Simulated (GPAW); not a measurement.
# Work function of Sc2CS2 MXene monolayer at several levels, part 2 of 2

How far do functional and basis move the work function of Sc2CS2 MXene monolayer?

GPAW 26.7.0; GPAW, PAW setups; layer in a repeated cell with vacuum, relaxation of atoms and in-plane cell (the session's first sound run).

So far, upper work function (eV): step 3 (plane waves, PBE) 6.84; step 4 (revPBE) 6.76; step 5 (LDA) 7.03; step 6 (RPBE) 6.77.

## 7. Self-consistent run: xc = "vdW-DF2"

Level of this step: GPAW, PAW setups; slab in vacuum (GPAW).

The same geometry under vdW-DF2, to see how far the functional moves the levels against the vacuum (the van der Waals functionals take revPBE setups).

Contents of run.py:

```python
import json
import numpy as np
from ase import Atoms
from gpaw import GPAW, PW

slab = Atoms(
    ['S', 'Sc', 'C', 'Sc', 'S'],
    positions=[
        [-0.00000, 2.03276, 7.00000],
        [1.76042, 1.01638, 8.43666],
        [-0.00000, 0.00000, 9.77759],
        [-0.00000, 2.03276, 11.11850],
        [1.76042, 1.01638, 12.55517]],
    cell=[[3.52085, 0.0, 0.0], [-1.76042, 3.04915, 0.0], [0.0, 0.0, 19.5552]],
    pbc=[True, True, False])

slab.calc = GPAW(mode=PW(500), xc='vdW-DF2', kpts={'size': (12, 12, 1), 'gamma': True},
                 occupations={'name': 'fermi-dirac', 'width': 0.05}, nbands='160%',
                 convergence={'density': 1e-05}, maxiter=200,
                 poissonsolver={'dipolelayer': 'xy'},
                 symmetry={'tolerance': 1e-3}, txt='slab.txt')
result = {}
energy = slab.get_potential_energy()
fermi = slab.calc.get_fermi_level()
v = slab.calc.get_electrostatic_potential().mean((0, 1)) - fermi
n = slab.calc.get_pseudo_density().mean((0, 1))
L = slab.cell[2, 2]
z = np.arange(len(v)) * L / len(v)
low, high = slab.positions[:, 2].min(), slab.positions[:, 2].max()
below, above = np.interp([low - 4.8, high + 4.8], z, v)
slopes = [np.interp(x, z, np.gradient(v, z)) for x in (low - 4.8, high + 4.8)]
eps = np.array([[slab.calc.get_eigenvalues(k, s) for k in range(len(slab.calc.get_ibz_k_points()))]
                for s in range(slab.calc.get_number_of_spins())]) - fermi
top, bottom = eps[eps < 0].max(), eps[eps > 0].min()
dipole = slab.get_dipole_moment()[2]
print(f'energy {energy:.4f} eV, Fermi level {fermi:.4f} eV, dipole {dipole:.5f} e A')
print(f'potential 4.8 A off the faces, from the Fermi level: lower {below:.4f} eV, upper {above:.4f} eV')
print(f'slope of the potential there: lower {slopes[0]:.5f}, upper {slopes[1]:.5f} eV/A')
print(f'nearest levels on the mesh: {top:.4f} and {bottom:.4f} eV')
print('magnetic moment', round(slab.get_magnetic_moment(), 3))
result.update(energy=energy, fermi=fermi, dipole=dipole, below=below, above=above, slopes=slopes, edges=[top, bottom],
              z=z.tolist(), v=v.tolist(), n=n.tolist(), positions=slab.positions.tolist(),
              forces=slab.get_forces(apply_constraint=False).tolist(), moments=slab.get_magnetic_moments().tolist())
json.dump(result, open('result.json', 'w'))
```

Launch:

```bash
$ OMP_NUM_THREADS=1 OPENBLAS_NUM_THREADS=1 python run.py
```

Output:

```text
energy -169.5854 eV, Fermi level -2.1365 eV, dipole -0.00043 e A
potential 4.8 A off the faces, from the Fermi level: lower 7.1725 eV, upper 7.1801 eV
slope of the potential there: lower -0.00004, upper 0.00004 eV/A
nearest levels on the mesh: -0.0113 and 0.0224 eV
magnetic moment 0.0
```

Wall time 84 s (1 thread of Arm Neoverse V1, shared host); peak memory 0.48 GiB.

Numbers from this step:

```yaml
levels_nearest_the_fermi_level_on_the_mesh: -0.01134, 0.02242 eV from the Fermi level
upper_work_function: 7.180 eV
lower_work_function: 7.173 eV
```

The electrostatic potential energy of an electron (without an applied field's), less the Fermi level, planar mean oscillates, so the rows of the table below give means over windows of 1.58 Å about each position, cut where the curve ends. Its maxima inside the range that stand out by 2 % of the span (Å: eV): 7.7: -3.85, 9.3: -2.40, 10.2: -2.40, 11.8: -3.84. Its minima: 7.0: -13.4, 8.5: -11.3, 9.8: -6.81, 11.1: -11.3, 12.6: -13.4.

Table of electrostatic potential energy of an electron (without an applied field's), less the Fermi level, planar mean by z; means over each step:

| z (Å) | electrostatic potential energy of an electron (without an applied field's), less the Fermi level, planar mean (eV) |
| --- | --- |
| 0.79 | 7.17 |
| 2.37 | 7.17 |
| 3.95 | 7.17 |
| 5.53 | 6.13 |
| 7.11 | -6.59 |
| 8.69 | -6.82 |
| 10.27 | -5.50 |
| 11.85 | -8.20 |
| 13.43 | 1.72 |
| 15.01 | 7.13 |
| 16.59 | 7.18 |
| 18.17 | 7.18 |

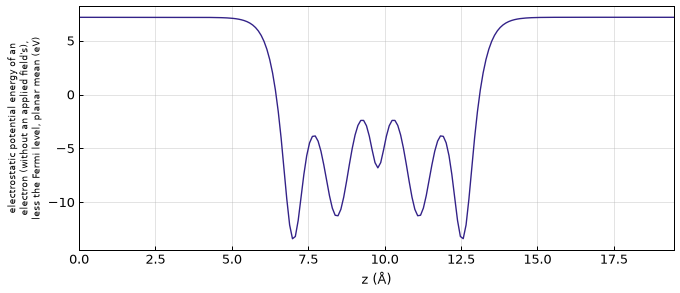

Electrostatic potential energy of an electron (without an applied field's), less the Fermi level, planar mean, plotted against z.

The upper face's work function is 7.180 eV, against 6.843 eV in the first plane-wave PBE run at this geometry.

## 8. OptPBE vdW: xc = "optPBE-vdW"

The same geometry under optPBE-vdW, to see how far the functional moves the levels against the vacuum (the van der Waals functionals take revPBE setups).

Changes to run.py since step 7:

```diff
@@ -16,3 +16,3 @@
 
-slab.calc = GPAW(mode=PW(500), xc='vdW-DF2', kpts={'size': (12, 12, 1), 'gamma': True},
+slab.calc = GPAW(mode=PW(500), xc='optPBE-vdW', kpts={'size': (12, 12, 1), 'gamma': True},
                  occupations={'name': 'fermi-dirac', 'width': 0.05}, nbands='160%',
```

Output:

```text
energy -58.2318 eV, Fermi level -2.0677 eV, dipole -0.00043 e A
potential 4.8 A off the faces, from the Fermi level: lower 7.0365 eV, upper 7.0440 eV
slope of the potential there: lower -0.00002, upper 0.00002 eV/A
nearest levels on the mesh: -0.0181 and 0.0203 eV
magnetic moment 0.0
```

It took 82 s on 1 thread; peak memory 0.48 GiB.

This step gave:

* dipole along the normal: -4.34e-4 e·Å
* levels nearest the Fermi level on the mesh: -0.01812, 0.02027 eV from the Fermi level
* upper work function: 7.044 eV
* lower work function: 7.036 eV

The upper face's work function is 7.044 eV, against 6.843 eV in the first plane-wave PBE run at this geometry.

## 9. Real-space grid: mode = "fd"

A real-space grid is a second complete basis, so it checks the plane-wave result.

Changes to run.py since step 8:

```diff
@@ -3,3 +3,3 @@
 from ase import Atoms
-from gpaw import GPAW, PW
+from gpaw import GPAW
 
@@ -16,3 +16,3 @@
 
-slab.calc = GPAW(mode=PW(500), xc='optPBE-vdW', kpts={'size': (12, 12, 1), 'gamma': True},
+slab.calc = GPAW(mode='fd', h=0.18, xc='PBE', kpts={'size': (12, 12, 1), 'gamma': True},
                  occupations={'name': 'fermi-dirac', 'width': 0.05}, nbands='160%',
```

Output:

```text
energy -30.4391 eV, Fermi level -6.8378 eV, dipole -0.00044 e A
potential 4.8 A off the faces, from the Fermi level: lower 6.8340 eV, upper 6.8415 eV
slope of the potential there: lower -0.00003, upper 0.00003 eV/A
nearest levels on the mesh: -0.0217 and 0.0194 eV
magnetic moment 0.0
```

Run time: 3 min. Hardware: 1 thread; peak memory 0.56 GiB.

Numbers from this step:

```
dipole along the normal                    : -4.45e-4 e·Å
levels nearest the Fermi level on the mesh : -0.02174, 0.01936 eV from the Fermi level
upper work function                        : 6.842 eV
lower work function                        : 6.834 eV
```

The upper face's work function is 6.842 eV, against 6.843 eV in the first plane-wave PBE run at this geometry.

## 10. Atomic orbitals: mode = "lcao"

Atom-centred orbitals end a few angstrom from the surface, which tests how much the density's tail matters.

Changes to run.py since step 9:

```diff
@@ -16,4 +16,4 @@
 
-slab.calc = GPAW(mode='fd', h=0.18, xc='PBE', kpts={'size': (12, 12, 1), 'gamma': True},
-                 occupations={'name': 'fermi-dirac', 'width': 0.05}, nbands='160%',
+slab.calc = GPAW(mode='lcao', basis='dzp', h=0.18, xc='PBE', kpts={'size': (12, 12, 1), 'gamma': True},
+                 occupations={'name': 'fermi-dirac', 'width': 0.05}, nbands='120%',
                  convergence={'density': 1e-05}, maxiter=200,
```

Output:

```text
energy -29.5015 eV, Fermi level -6.8293 eV, dipole -0.00045 e A
potential 4.8 A off the faces, from the Fermi level: lower 6.8255 eV, upper 6.8331 eV
slope of the potential there: lower -0.00000, upper 0.00000 eV/A
nearest levels on the mesh: -0.0204 and 0.0185 eV
magnetic moment 0.0
```

Run time: 3.3 min. Hardware: 1 thread; peak memory 0.29 GiB.

Numbers from this step:

| Property | Result |
| --- | --- |
| levels nearest the Fermi level on the mesh | -0.02039, 0.01854 eV from the Fermi level |
| upper work function | 6.833 eV |
| lower work function | 6.826 eV |

The electrostatic potential energy of an electron (without an applied field's), less the Fermi level, planar mean oscillates, so the rows of the table below give means over windows of 1.54 Å about each position, cut where the curve ends. Its maxima inside the range that stand out by 2 % of the span (Å: eV): 7.7: -3.85, 9.2: -2.34, 10.3: -2.34, 11.9: -3.85. Its minima: 7.1: -13.4, 8.4: -11.2, 9.8: -6.89, 11.1: -11.2, 12.5: -13.4.

Electrostatic potential energy of an electron (without an applied field's), less the Fermi level, planar mean against z; means over each step:

| z (Å) | electrostatic potential energy of an electron (without an applied field's), less the Fermi level, planar mean (eV) |
| --- | --- |
| 0.77 | 6.83 |
| 2.31 | 6.83 |
| 3.85 | 6.82 |
| 5.39 | 6.24 |
| 6.93 | -6.00 |
| 8.47 | -7.07 |
| 10.01 | -4.33 |
| 11.55 | -7.59 |
| 13.09 | -2.55 |
| 14.63 | 6.71 |
| 16.17 | 6.83 |
| 17.71 | 6.83 |
| 19.25 | 6.83 |

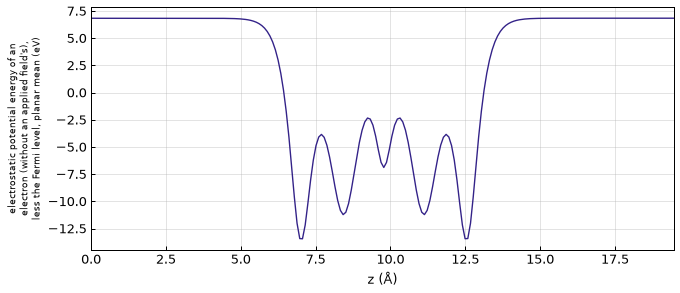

Electrostatic potential energy of an electron (without an applied field's), less the Fermi level, planar mean, plotted against z.

The upper face's work function is 6.833 eV, against 6.843 eV in the first plane-wave PBE run at this geometry.

## 11. Cost and result by level

Times are for 1 thread of Arm Neoverse V1, shared host. The series side by side:

| no. | run | upper work function (eV) | lower work function (eV) | time | memory (GiB) |
| --- | --- | --- | --- | --- | --- |
| 1 | pw | 6.843 | 6.835 | 66 s | 0.27 |
| 2 | revPBE | 6.764 | 6.757 | 65 s | 0.27 |
| 3 | LDA | 7.026 | 7.019 | 64 s | 0.26 |
| 4 | RPBE | 6.769 | 6.762 | 65 s | 0.27 |
| 5 | vdW DF2 | 7.180 | 7.173 | 84 s | 0.48 |
| 6 | optPBE vdW | 7.044 | 7.036 | 82 s | 0.48 |
| 7 | fd | 6.842 | 6.834 | 3 min | 0.56 |
| 8 | lcao | 6.833 | 6.826 | 3.3 min | 0.29 |

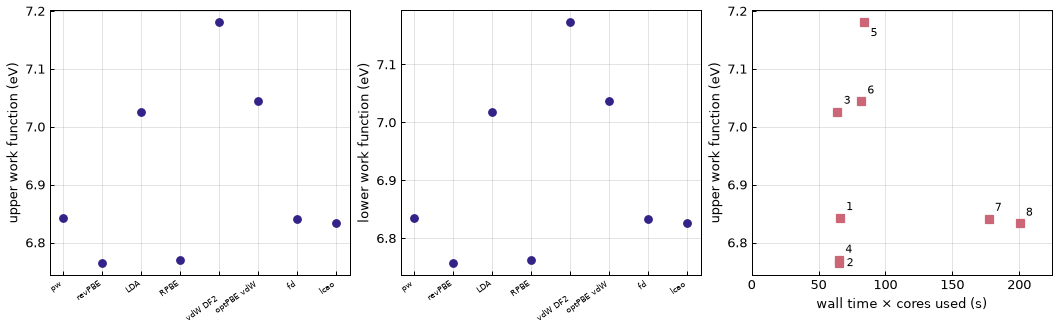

The series as plots; the last panel sets the first result against cost, with the runs numbered as in the table.

## 12. Side by side

Results and costs are gathered.

This step: comparison of work functions, dipole and cost (GPAW 26.7.0).

Ladder, by row:

| step | code | work function, upper (eV) | work function, lower (eV) | dipole (e Å) | wall time (s) | peak memory (GiB) | threads |
| --- | --- | --- | --- | --- | --- | --- | --- |
| pw | GPAW | 6.843 | 6.835 | -4.35e-4 | 65.98 | 0.27 | 1 |
| revPBE | GPAW | 6.764 | 6.757 | -4.35e-4 | 65.41 | 0.27 | 1 |
| LDA | GPAW | 7.026 | 7.019 | -4.35e-4 | 64.13 | 0.26 | 1 |
| RPBE | GPAW | 6.769 | 6.762 | -4.35e-4 | 65.35 | 0.27 | 1 |
| vdW-DF2 | GPAW | 7.18 | 7.173 | -4.35e-4 | 84.21 | 0.48 | 1 |
| optPBE-vdW | GPAW | 7.044 | 7.036 | -4.34e-4 | 81.79 | 0.48 | 1 |
| fd | GPAW | 6.842 | 6.834 | -4.45e-4 | 177.1 | 0.56 | 1 |
| lcao | GPAW | 6.833 | 6.826 | -4.45e-4 | 200.3 | 0.29 | 1 |

## 13. What came out

| Quantity | Value |
| --- | --- |
| work function, upper and lower face | 6.843 and 6.835 eV |
| dipole along the normal | -4.3e-4 e Å |

With plane waves and PBE the work function is 6.84 eV on the upper face and 6.84 eV on the lower. Over the sound runs of the table the upper face's work function spans 6.764 (revPBE) to 7.180 eV (vdW-DF2). The starting lattice was a guess from atomic radii; the relaxation moved it by 9 %. The small printed dipole stands for a step of 7.3 meV from the lower to the upper face, and the probes find 7.5 meV; values this small are near the numerical noise of both. The layer's cell and atoms come from the relaxation; spin-orbit coupling and temperature are left out.

[Logs are printed without paths, hosts, clocks, repeated set-up lines and the standing remarks that a program may print on its own settings, such as how far it seeks lower states.]

[Hosts, paths, dates, database ids (printed as entryN), source tags and the programs' standing remarks are cut or masked in the printed files.]
